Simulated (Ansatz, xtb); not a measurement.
Ligand exchange: C2H7Al + C3H9BO → C2H7AlO + C3H9B

Species: C2H7Al `C[CH2][AlH2]`, singlet; C3H9BO `CC(C)BO`, singlet; C2H7AlO `C[CH2][AlH][OH]`, singlet; C3H9B `BC(C)C`, singlet. The partners trade H for OH: Al–H and B–OH bonds give way to Al–OH and B–H.

Shapes, held fixed at every level: PBE0-D4/def2-TZVP. Flexible molecules stand in one conformer, not always the lowest. Programs: Ansatz 0.2.0, xtb 6.7.1. The zero-point and thermal change to 298 K, harmonic and unscaled (PBE0-D4/def2-TZVP), is -1.4 kJ/mol.

```json
{"level": "GFN2-xTB", "kind": "semi-empirical", "ΔH(298 K) (kJ/mol)": "-35.3", "less CCSD(T)/CBS estimate": "-32.5", "CPU time (sum over the molecules)": "0.12 s"}
{"level": "HF/def2-TZVPP", "kind": "Hartree–Fock", "ΔH(298 K) (kJ/mol)": "-1.7", "less CCSD(T)/CBS estimate": "+1.1", "CPU time (sum over the molecules)": "–"}
{"level": "B3LYP-D4/def2-TZVPP", "kind": "global hybrid", "ΔH(298 K) (kJ/mol)": "-0.3", "less CCSD(T)/CBS estimate": "+2.5", "CPU time (sum over the molecules)": "56 s"}
{"level": "wB97X-V/def2-TZVPP", "kind": "range-separated hybrid", "ΔH(298 K) (kJ/mol)": "+0.7", "less CCSD(T)/CBS estimate": "+3.5", "CPU time (sum over the molecules)": "88 s"}
{"level": "B2PLYP/def2-TZVPP", "kind": "double hybrid", "ΔH(298 K) (kJ/mol)": "-2.2", "less CCSD(T)/CBS estimate": "+0.6", "CPU time (sum over the molecules)": "69 s"}
{"level": "CCSD(T)/def2-TZVPP", "kind": "coupled cluster or CI", "ΔH(298 K) (kJ/mol)": "+0.8", "less CCSD(T)/CBS estimate": "+3.6", "CPU time (sum over the molecules)": "36 min"}
{"level": "CCSD/def2-TZVPP", "kind": "coupled cluster or CI", "ΔH(298 K) (kJ/mol)": "-0.5", "less CCSD(T)/CBS estimate": "+2.3", "CPU time (sum over the molecules)": "–"}
{"level": "CCSD(T)/CBS estimate", "kind": "coupled cluster or CI", "ΔH(298 K) (kJ/mol)": "-2.8", "less CCSD(T)/CBS estimate": "0.0", "CPU time (sum over the molecules)": "43 min"}
```

The highest level, CCSD(T)/CBS estimate, gives ΔH(298 K) = -2.8 kJ/mol; the levels span -35.3 to +0.8. That is about zero within the method's error. They disagree on the sign: 2 of 8 are positive. The column of differences is taken from that level and isn't an error. No measured value is set beside it here. The CBS estimate extrapolates MP2 from def2-TZVPP and def2-QZVPP and adds CCSD(T) − MP2 in the triple-zeta set, cores frozen. Times are processor times on shared x86 and Arm servers, and rough.

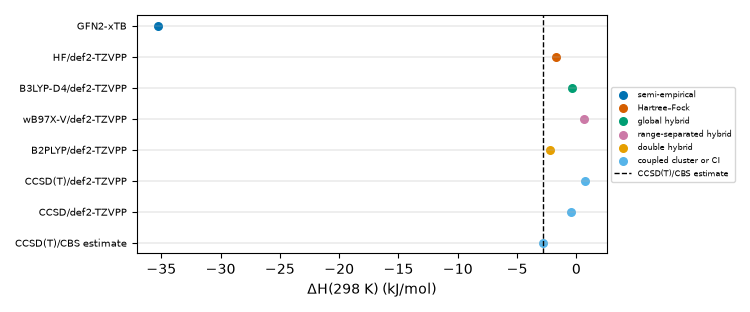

The values of the table, level by level.
